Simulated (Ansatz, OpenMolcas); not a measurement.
A ladder of methods for SiO2 (SMILES O=[Si]=O)

SiO2: 3 atoms, total charge 0, spin state singlet. SMILES: `O=[Si]=O`. The shape is that of a GFN2-xTB optimisation.

```xyz
3

O     0.6912    1.2173    0.5137
Si   -0.0007    0.0004   -0.0002
O    -0.6905   -1.2177   -0.5136
```

Each level gives the energy change with the O1–Si2 bond stretched from 1.491 to 2.982 Å (eV). The values are calculated.

| level | kind | program | value (eV) | less FCI/STO-3G | CPU time (all runs) |
| --- | --- | --- | --- | --- | --- |
| HF/STO-3G (restricted) | Hartree–Fock | Ansatz | 1.87 | -0.93 | 0.36 s |
| PBE/STO-3G (unrestricted) | GGA | OpenMolcas | 3.37 | +0.57 | 17 s |
| MP2/STO-3G (restricted) | perturbation theory | OpenMolcas | 3.25 | +0.45 | 3.5 s |
| CASPT2(2,2)/STO-3G | multireference | OpenMolcas | 2.19 | -0.61 | 3.2 s |
| SC-NEVPT2(2,2)/STO-3G | multireference | OpenMolcas | 2.45 | -0.35 | 3.2 s |
| BCCD(T)/STO-3G (restricted) | coupled cluster or CI | Ansatz | 2.92 | +0.12 | 0.86 s |
| CCSDT(Q)/STO-3G (restricted) | coupled cluster or CI | Ansatz | 2.86 | +0.06 | 2.1 s |
| FCI/STO-3G | exact in the basis | OpenMolcas | 2.80 | 0.00 | 70 s |

FCI/STO-3G is exact within its basis and frozen core, so for wave-function methods in that basis the difference is their error; functionals converge differently with the basis, so for them it is only a difference. The first shape isn't each level's own minimum. The values span 1.87 to 3.37 eV. Spin contamination of the reference (⟨S²⟩ at least 0.1 too high) touches PBE/STO-3G. All rows use very small basis sets, so even the best lies far from the true value. CPU times are rough (shared hosts, several kinds of processor): they show what a rung costs within a factor of a few.

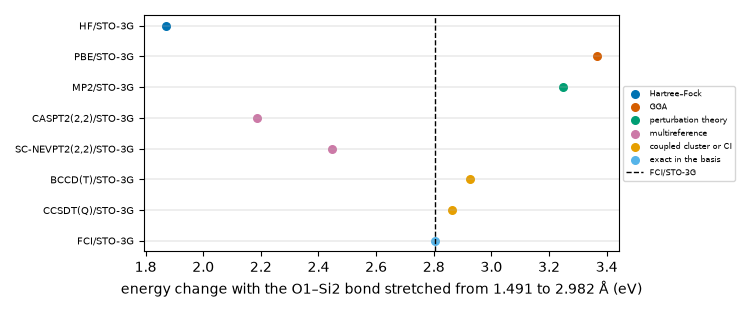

The values of the table, level by level.
